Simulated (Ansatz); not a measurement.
**BH₄O (doublet): correlated methods under varied settings at distance B1–H4 along a hydrogen transfer = 1.842 Å**

What do other methods and options give for BH₄O (doublet) at this geometry, and how long do they take?

The runs use Ansatz 0.2.0, Gaussian basis; the settings change from run to run.

11 further runs of the same task are left out: 4 for a mislabelled method, 6 that didn't finish, 1 set aside as unsound or not needed.

### 1 What is computed

The geometry derives from fragments relaxed apart (PBE0/def2-TZVP) and kept rigid, so it is no stationary point. A hydrogen atom is moved between rigid fragments.

6 atoms, charge 0, spin multiplicity 2.

Atoms are counted from 1 here; the program's logs count them from 0.

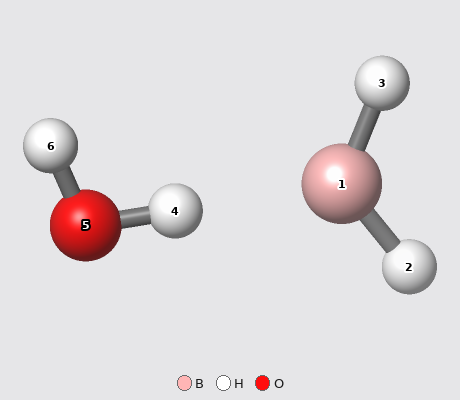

The structure; boron pink, hydrogen white, oxygen red; atoms are numbered from 1 in the order of the file.

### 2 CASCI(1,3)/6-31G

Input file in.yaml:

```yaml
crystal:
  periodic: [false, false, false]
  atoms:
    - {symbol: B, position_ang: [-1.591079, 0.030718, 0.000000]}
    - {symbol: H, position_ang: [-2.187813, 1.064290, 0.000000]}
    - {symbol: H, position_ang: [-2.187813, -1.002853, 0.000000]}
    - {symbol: H, position_ang: [0.250921, 0.030718, 0.000000]}
    - {symbol: O, position_ang: [1.240921, 0.030718, 0.000000]}
    - {symbol: H, position_ang: [1.492779, -0.909232, 0.000000]}
basis:
  gaussian: {orbitals: 6-31G, fitting: {mean_field: def2-universal-jkfit}}
magnetization: {spin_polarized: false, initial_magnetization: 1}
correlation: {active_space: {window: {electrons: 1, orbitals: 3}, fixed_orbitals: true}}
```

On the command line:

```bash
$ ansatz run in.yaml --threads 1 --pin off --events-out ev --progress --plain --max-ram 2393MiB
```

Log:

```text
Functional definition: HF
  name "HF"
  cite "Fock, Z. Phys. 61, 126 (1930) doi:10.1007/BF01340294"
  parent pbe
  exchange = exact_x
  correlation = 0
224 factors; integrals over basis functions are off by at most 5.0e-2 eV
mean field evaluation 1: about -2764.9988 eV, gradient 3.2e1 eV
mean field evaluation 2: about -2766.7861 eV, gradient 2.1e1 eV
mean field evaluation 4: about -2767.6999 eV, gradient 3.7e-1 eV
mean field evaluation 8: about -2767.7013 eV, gradient 1.7e-6 eV
mean field -2767.70128057 eV, -101.7111460457 hartree, gradient 1.7e-6 eV, S^2 0.750000; 0 other end points of the search recorded, 0 dependent functions left out
reference -2767.70128057 eV, -101.7111460457 hartree; 9, 8 occupied and 17, 18 virtual orbitals, 224 factors
state -2767.70128057 eV, -101.7111460457 hartree
Total energy: -2767.70128057 eV, -101.7111460457 hartree
```

Run time: 0.15 s. Hardware: 1 thread of Arm Neoverse N1, shared host.

From the report: 2 determinants; active occupations 1.00, 0.00, 0.00. With so small a space the active step adds no correlation: the energy is the mean field's.

### 3 BCCD(T) on UHF/cc-pVDZ

Changes to in.yaml since step 2:

```diff
@@ -10,4 +10,4 @@
 basis:
-  gaussian: {orbitals: 6-31G, fitting: {mean_field: def2-universal-jkfit}}
-magnetization: {spin_polarized: false, initial_magnetization: 1}
-correlation: {active_space: {window: {electrons: 1, orbitals: 3}, fixed_orbitals: true}}
+  gaussian: {orbitals: cc-pVDZ}
+magnetization: {spin_polarized: true, initial_magnetization: 1}
+correlation: {method: bccd_t, electrons: outside_noble_gas}
```

The command is unchanged.

Log, cut to the lines that bear on the results:

```text
Functional definition: HF
  name "HF"
  cite "Fock, Z. Phys. 61, 126 (1930) doi:10.1007/BF01340294"
  parent pbe
[...]
434 factors; integrals over basis functions are off by at most 1.4e-3 eV
[...]
mean field -2769.23447000 eV, -101.7674897179 hartree, gradient 2.6e-6 eV, S^2 0.756432; 1 other end points of the search recorded, 0 dependent functions left out
determinant -2769.23447000 eV, -101.7674897179 hartree, with singles and doubles -2777.51643187 eV, -102.0718462029 hartree
determinant -2767.42017641 eV, -101.7008156582 hartree, with singles and doubles -2775.87652151 eV, -102.0115806087 hartree
2 core orbitals not correlated: weight in the atoms' cores, before any rotation towards them, 1.000 or more for the frozen orbitals, at most 0.000 for the correlated occupied ones
reference -2769.23447000 eV, -101.7674897179 hartree; 7, 6 occupied and 39, 40 virtual orbitals, 434 factors
second order -7.49218562 eV of doubles, -0.00000000 eV of singles
cycle   1  -8.27382187 eV  change    8.1e-3 eV  update   3.7e-3
[...]
cycle   7  -8.27365637 eV  change   -4.7e-6 eV  update   1.5e-5
perturbative correction -0.14645041 eV, -0.0053819534 hartree
Total energy: -2777.65457678 eV, -102.0769229349 hartree
```

Run time: 4.7 s. Hardware: 1 thread of Arm Neoverse N1, shared host.

From the report: ⟨S²⟩ of the determinant 0.756 (pure doublet: 0.75); correlation -8.4201 eV; largest double amplitude 0.05.

### 4 HF/STO-3G

Changes to in.yaml since step 3:

```diff
@@ -10,4 +10,6 @@
 basis:
-  gaussian: {orbitals: cc-pVDZ}
+  gaussian: {orbitals: STO-3G}
 magnetization: {spin_polarized: true, initial_magnetization: 1}
-correlation: {method: bccd_t, electrons: outside_noble_gas}
+hamiltonian: {xc: hf}
+scf: {lower_state_search: off}
+output: {forces: true, orbitals: {seedname: orbitals}}
```

Launched as before.

Log, cut to the lines that bear on the results:

```text
Functional definition: HF
  name "HF"
  cite "Fock, Z. Phys. 61, 126 (1930) doi:10.1007/BF01340294"
  parent pbe
[...]
180 factors; integrals over basis functions are off by at most 2.7e-5 eV
[...]
mean field -2731.14157322 eV, -100.3676015816 hartree, gradient 1.3e-6 eV, S^2 0.757760; 0 other end points of the search recorded, 0 dependent functions left out
[...]
reference -2731.14157322 eV, -100.3676015816 hartree; 9, 8 occupied and 5, 6 virtual orbitals, 180 factors
Total energy: -2731.14157322 eV, -100.3676015816 hartree
Atom 0 at    -1.591079     0.030718     0.000000 Å, force    -2.062209     0.008819     0.000000 eV/Å
Atom 1 at    -2.187813     1.064290     0.000000 Å, force     0.733878    -0.787343     0.000000 eV/Å
Atom 2 at    -2.187813    -1.002853     0.000000 Å, force     0.723072     0.764804    -0.000000 eV/Å
Atom 3 at     0.250921     0.030718     0.000000 Å, force    -0.196252    -0.536602    -0.000000 eV/Å
Atom 4 at     1.240921     0.030718     0.000000 Å, force     1.127795     1.605204    -0.000000 eV/Å
Atom 5 at     1.492779    -0.909232     0.000000 Å, force    -0.326284    -1.054881     0.000000 eV/Å
Dipole moment:    -0.249323    -0.263402    -0.000000 e Å
Checks for a lower state left out: stability, starts, cluster_reference, orbital_swaps, neighbouring_geometries, increment
```

Wall time 0.18 s (1 thread of Arm Neoverse N1, shared host).

From the report: ⟨S²⟩ of the determinant 0.758 (pure doublet: 0.75).

### 5 CCSD(T) on ROHF/cc-pVDZ

Changes to in.yaml since step 4:

```diff
@@ -10,6 +10,5 @@
 basis:
-  gaussian: {orbitals: STO-3G}
-magnetization: {spin_polarized: true, initial_magnetization: 1}
-hamiltonian: {xc: hf}
+  gaussian: {orbitals: cc-pVDZ}
+magnetization: {spin_polarized: false, initial_magnetization: 1}
+correlation: {method: ccsd_t, electrons: all}
 scf: {lower_state_search: off}
-output: {forces: true, orbitals: {seedname: orbitals}}
```

Launched as before.

Log, cut to the lines that bear on the results:

```text
Functional definition: HF
  name "HF"
  cite "Fock, Z. Phys. 61, 126 (1930) doi:10.1007/BF01340294"
  parent pbe
[...]
434 factors; integrals over basis functions are off by at most 1.4e-3 eV
[...]
mean field -2769.17531584 eV, -101.7653158429 hartree, gradient 3.4e-6 eV, S^2 0.750000; 0 other end points of the search recorded, 0 dependent functions left out
reference -2769.17531584 eV, -101.7653158429 hartree; 9, 8 occupied and 39, 40 virtual orbitals, 434 factors
second order -7.62216790 eV of doubles, -0.03353775 eV of singles
cycle   1  -8.14608888 eV  change   -4.9e-1 eV  update   6.1e-2
[...]
cycle  10  -8.43635351 eV  change    5.5e-6 eV  update   1.8e-5
perturbative correction -0.14006291 eV, -0.0051472171 hartree
Total energy: -2777.75173227 eV, -102.0804933332 hartree
Checks for a lower state left out: stability, starts, cluster_reference, orbital_swaps, neighbouring_geometries, increment
```

Run time: 3.2 s. Hardware: 1 thread of Arm Neoverse N1, shared host.

From the report: correlation -8.5764 eV; T1 0.013; largest double amplitude 0.05.

### 6 MP2 on ROHF/cc-pVDZ

Changes to in.yaml since step 5:

```diff
@@ -12,3 +12,2 @@
 magnetization: {spin_polarized: false, initial_magnetization: 1}
-correlation: {method: ccsd_t, electrons: all}
-scf: {lower_state_search: off}
+correlation: {method: mp2, electrons: all}
```

Launched as before.

Log:

```text
Functional definition: HF
  name "HF"
  cite "Fock, Z. Phys. 61, 126 (1930) doi:10.1007/BF01340294"
  parent pbe
  exchange = exact_x
  correlation = 0
434 factors; integrals over basis functions are off by at most 1.4e-3 eV
mean field evaluation 1: about -2766.4126 eV, gradient 3.2e1 eV
mean field evaluation 2: about -2766.4388 eV, gradient 3.2e1 eV
mean field evaluation 4: about -2769.1207 eV, gradient 2.6e0 eV
mean field evaluation 8: about -2769.1752 eV, gradient 1.1e-1 eV
mean field -2769.17531584 eV, -101.7653158429 hartree, gradient 3.4e-6 eV, S^2 0.750000; 0 other end points of the search recorded, 0 dependent functions left out
mean field evaluation 16: about -2766.4294 eV, gradient 2.4e1 eV
reference -2769.17531584 eV, -101.7653158429 hartree; 9, 8 occupied and 39, 40 virtual orbitals, 434 factors
second order -7.62216790 eV of doubles, -0.03353775 eV of singles
Total energy: -2776.83102150 eV, -102.0466578364 hartree
```

Run time: 0.63 s. Hardware: 1 thread of Arm Neoverse N1, shared host.

### 7 NEVPT4(SD)(7,5)/STO-3G

Changes to in.yaml since step 6:

```diff
@@ -10,4 +10,5 @@
 basis:
-  gaussian: {orbitals: cc-pVDZ}
+  gaussian: {orbitals: STO-3G}
 magnetization: {spin_polarized: false, initial_magnetization: 1}
-correlation: {method: mp2, electrons: all}
+correlation: {method: fic_nevpt4_sd, electrons: outside_noble_gas, active_space: {window: {electrons: 7, orbitals: 5}, states: [{multiplicity: 2, weights: [1, 1]}, {multiplicity: 4, weights: [1]}]}}
+scf: {lower_state_search: light}
```

Same command.

Log, cut to the lines that bear on the results:

```text
Functional definition: HF
  name "HF"
  cite "Fock, Z. Phys. 61, 126 (1930) doi:10.1007/BF01340294"
  parent pbe
[...]
215 factors; integrals over basis functions are off by at most 6.1e-8 eV
[...]
mean field -2731.09209046 eV, -100.3657831237 hartree, gradient 1.3e-6 eV, S^2 0.750000; 0 other end points of the search recorded, 0 dependent functions left out
reference -2731.09209046 eV, -100.3657831237 hartree; 9, 8 occupied and 5, 6 virtual orbitals, 215 factors
state -2731.17874297 eV, -100.3689675447 hartree
state -2729.12854926 eV, -100.2936243157 hartree
state -2731.17874297 eV, -100.3689675447 hartree; corrected -2733.46049221 eV, -100.4528202827 hartree
state -2729.12854926 eV, -100.2936243157 hartree; corrected -2731.61131063 eV, -100.3848641132 hartree
state -2724.82518410 eV, -100.1354785628 hartree
state -2724.82518410 eV, -100.1354785628 hartree; corrected -2727.18816824 eV, -100.2223166282 hartree
Total energy: -2730.75332369 eV, -100.3533336747 hartree
```

Run time: 0.94 s. Hardware: 1 thread of Arm Neoverse N1, shared host.

From the report: 28 determinants; active occupations (of the averaged states) 2.00, 1.98, 1.67, 0.68, 0.67.

### 8 CCSD on UHF/def2-mTZVP

Input file in.yaml:

```yaml
crystal:
  periodic: [false, false, false]
  atoms:
    - {symbol: B, position_ang: [-1.591079, 0.030718, 0.000000]}
    - {symbol: H, position_ang: [-2.187813, 1.064290, 0.000000]}
    - {symbol: H, position_ang: [-2.187813, -1.002853, 0.000000]}
    - {symbol: H, position_ang: [0.250921, 0.030718, 0.000000]}
    - {symbol: O, position_ang: [1.240921, 0.030718, 0.000000]}
    - {symbol: H, position_ang: [1.492779, -0.909232, 0.000000]}
basis:
  gaussian: {orbitals: def2-mTZVP}
magnetization: {spin_polarized: true, initial_magnetization: 1}
correlation: {method: ccsd, electrons: valence, diis_vectors: 12}
scf: {lower_state_search: off}
output: {forces: true}
```

Same command.

Log, cut to the lines that bear on the results:

```text
Functional definition: HF
  name "HF"
  cite "Fock, Z. Phys. 61, 126 (1930) doi:10.1007/BF01340294"
  parent pbe
[...]
531 factors; integrals over basis functions are off by at most 1.2e-3 eV
[...]
mean field -2769.95608610 eV, -101.7940086205 hartree, gradient 2.1e-6 eV, S^2 0.755914; 0 other end points of the search recorded, 0 dependent functions left out
2 core orbitals not correlated: weight in the atoms' cores, before any rotation towards them, 1.000 or more for the frozen orbitals, at most 0.000 for the correlated occupied ones
reference -2769.95608610 eV, -101.7940086205 hartree; 7, 6 occupied and 46, 47 virtual orbitals, 531 factors
second order -7.44548862 eV of doubles, -0.00000000 eV of singles
cycle   1  -7.73683688 eV  change   -2.9e-1 eV  update   6.6e-2
[...]
cycle  13  -8.04546929 eV  change   -3.5e-7 eV  update   9.2e-7
[...]
Total energy: -2778.00155539 eV, -102.0896741635 hartree
Atom 0 at    -1.591079     0.030718     0.000000 Å, force    -1.538084     0.024990     0.000000 eV/Å
Atom 1 at    -2.187813     1.064290     0.000000 Å, force     0.407442     0.065958     0.000000 eV/Å
Atom 2 at    -2.187813    -1.002853     0.000000 Å, force     0.389116    -0.084088    -0.000000 eV/Å
Atom 3 at     0.250921     0.030718     0.000000 Å, force     0.663112    -0.116913    -0.000000 eV/Å
Atom 4 at     1.240921     0.030718     0.000000 Å, force     0.218985    -0.064391     0.000000 eV/Å
Atom 5 at     1.492779    -0.909232     0.000000 Å, force    -0.140572     0.174445     0.000000 eV/Å
Dipole moment:    -0.401390    -0.297896     0.000000 e Å
Checks for a lower state left out: starts, cluster_reference, orbital_swaps, neighbouring_geometries, increment
```

Wall time 11 s (1 thread of Arm Neoverse N1, shared host).

From the report: ⟨S²⟩ of the determinant 0.756 (pure doublet: 0.75); correlation -8.0455 eV; T1 0.013; largest double amplitude 0.04.

### 9 All runs side by side

Where basis and cores are those of an earlier UCCSDT(Q)/cc-pVDZ run (-2777.6870 eV), and the state is the same kind, the miss against it is given.

| level | correlated | functions | energy (eV) | from UCCSDT(Q) (meV) | time |
| --- | --- | --- | --- | --- | --- |
| CASCI(1,3)/6-31G |  | 26 | -2767.7013 |  | 0.15 s |
| BCCD(T) on UHF/cc-pVDZ | outside noble gas | 48 | -2777.6546 | 32.4 | 4.7 s |
| HF/STO-3G |  | 14 | -2731.1416 |  | 0.18 s |
| CCSD(T) on ROHF/cc-pVDZ | all | 48 | -2777.7517 |  | 3.2 s |
| MP2 on ROHF/cc-pVDZ | all | 48 | -2776.8310 |  | 0.63 s |
| NEVPT4(SD)(7,5)/STO-3G (mean of several states) | outside noble gas | 14 | -2730.7533 |  | 0.94 s |
| CCSD on UHF/def2-mTZVP | valence | 55 | -2778.0016 |  | 11 s |

### 10 Results

```
quantity                         value
    runs                             7
quickest      CASCI(1,3)/6-31G, 0.15 s
 slowest  CCSD on UHF/def2-mTZVP, 11 s
```

**Reading.** Total energies in different bases, with other cores or another treatment of relativity can't be set against each other. CCSD on UHF/def2-mTZVP took 70 times as long as CASCI(1,3)/6-31G; the jobs differ in more than the method.
